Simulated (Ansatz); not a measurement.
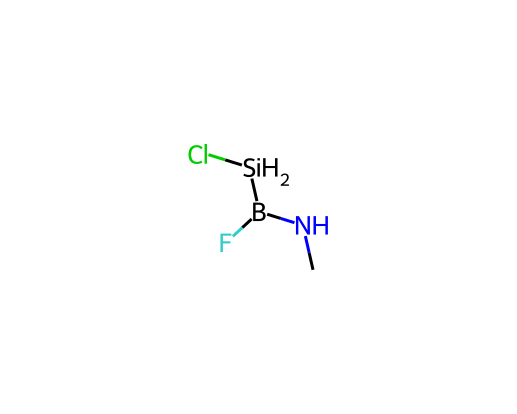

Structural formula above. Computed geometry: PBE-D4/def2-SVP optimisation. No frequency run is at hand to confirm it as a minimum.

Describe the 3D structure.

The molecule is CH₆BClFNSi. Its SMILES string is `CNB(F)[SiH2]Cl`. It has no ring. Among its groups: Si–H bond. Coordination: 1 C tetrahedral; 1 N trigonal planar; 1 B trigonal planar; 1 Si tetrahedral.

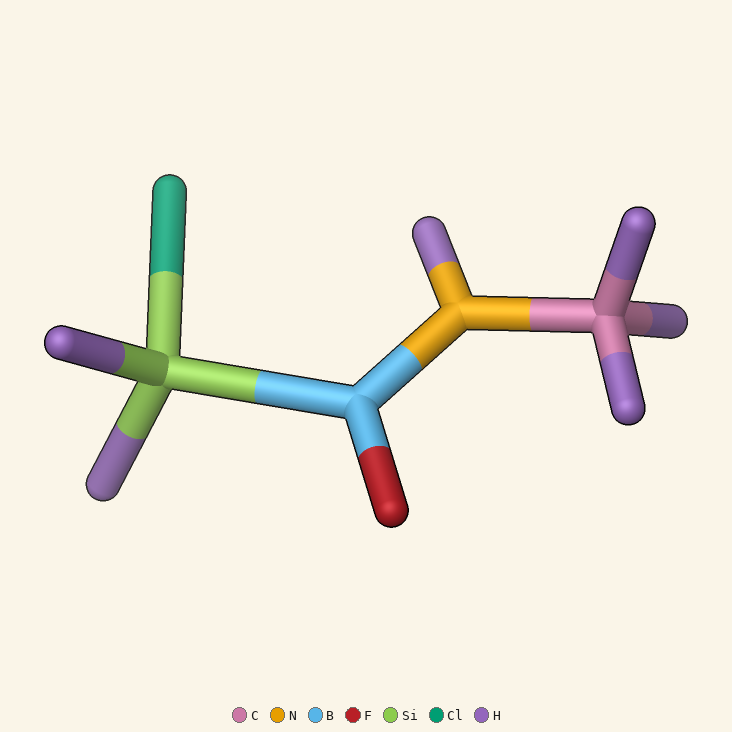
